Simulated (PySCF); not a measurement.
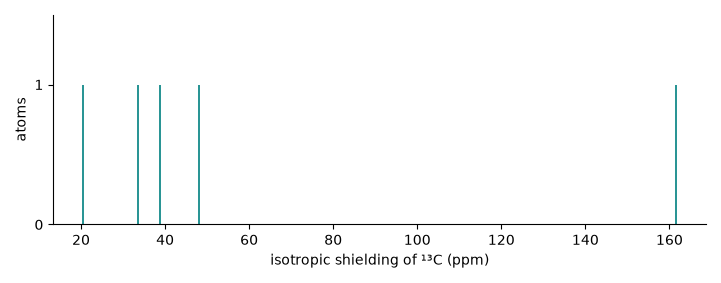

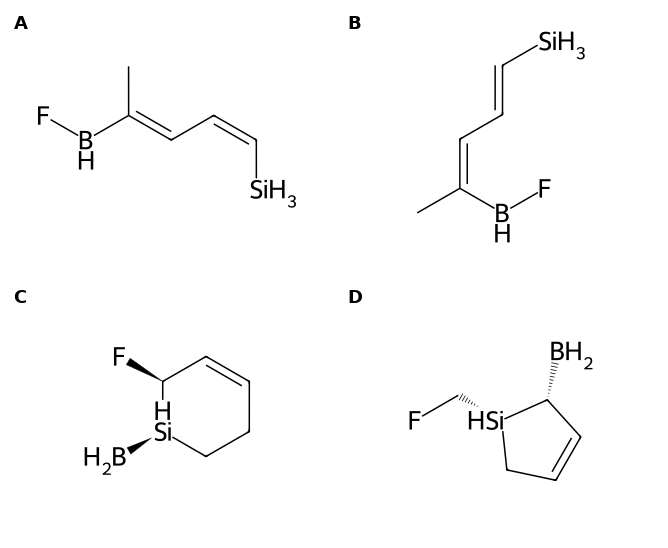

The sticks are computed shieldings of one of the molecules, for one fixed geometry (GFN2-xTB) without averaging over rotations. Low shielding means a high chemical shift. Method: GIAO PBE0/pcSseg-1 NMR shielding, non-relativistic, gas phase (PySCF 2.14.0).

> Which molecule gives this pattern?

B, `C/C(BF)=C/C=C/[SiH3]`. Its 5 C atoms give lines at 20.4, 33.5, 38.8, 48.0, 161.6 ppm.

The geometry is semi-empirical. Around B, Si such bond lengths and angles can be off by a tenth of an ångström or more and by several degrees, and values that hang on the shape move with them.
